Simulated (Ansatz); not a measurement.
Cost and result by functional for the ionisation potential of the (110) surface of beta Ga2O3 in its 1x1 cell (cut with top plane Ga, bottom plane Ga), relaxed from an ideal cut (the real face may reconstruct), outermost plane spacing 0.50 Å in the ideal cut (one of several cuts of this face), with 1.33 Ga a cell over the bulk's ratio, in Ansatz (plane waves, PAW). Single points on the PBE structure, on one kind of machine; costs are rough ratios of the slab run's core time (references not counted) to the cheapest single point. r2SCAN's cost holds its higher cutoff (500 against 420 eV). Differences are taken against r2SCAN for comparison alone: no measured value is at hand, so the table doesn't rank accuracy.

Set-up: 38 atoms, Ga16O22, 11.0 Å thick at the start; mesh 5x4x1; 0.025 eV smearing; dipole correction on; all atoms relaxed; held to the start's symmetry, so lower structures may exist; no spin, no spin-orbit, no U. These notes are the PBE run's.

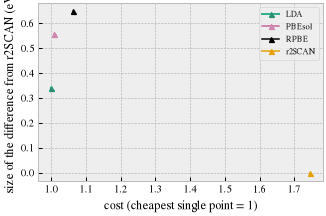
*Difference from r2SCAN against cost*

| functional | relative cost | ionisation potential (eV) | less r2SCAN (eV) |
|---|---|---|---|
| LDA | 1 | 7.48 | -0.34 |
| PBEsol | 1 | 7.26 | -0.56 |
| RPBE | 1 | 7.16 | -0.65 |
| r2SCAN | 2 | 7.81 | 0.00 |
| PBE (the relaxed run's value) | – | 7.24 | -0.57 |

The values span 0.65 eV, while the single points' costs differ by a factor of roughly 2. Differences are of unrounded values.

Ansatz is a first-principles code.
